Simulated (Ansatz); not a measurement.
A computed series for hypothetical diamond Ca: pressure series

The parent structure is Ca in the diamond structure (space group Fd-3m, No. 227; a hypothetical phase, not in the database extracts checked).

```yaml
crystal:
  lattice:
    - [0.00000, 4.31013, 4.31013]
    - [4.31013, 0.00000, 4.31013]
    - [4.31013, 4.31013, 0.00000]
  atoms:
    - { symbol: Ca, position: [0.75000, 0.75000, 0.75000] }
    - { symbol: Ca, position: [0.50000, 0.50000, 0.50000] }
```

Cell and atoms are relaxed at each pressure.

Levels (all Ansatz, a quantum-chemistry and plane-wave program, PAW): PBE (420 eV, spin-orbit coupling left out); PBEsol (420 eV, no spin-orbit coupling).

The base cell above is that of PBE; each level relaxes its own structures.

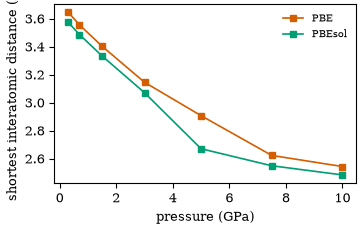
Shortest interatomic distance under two levels

How do the two levels compare along the series?

PBE lies above PBEsol in every row, by 6.0 pm to 23.6 pm. They put the cases in the same order.

Load acts through the strain it causes; cell and atoms are relaxed under it. No phonon test of stability was made. No other phases were tried under pressure.
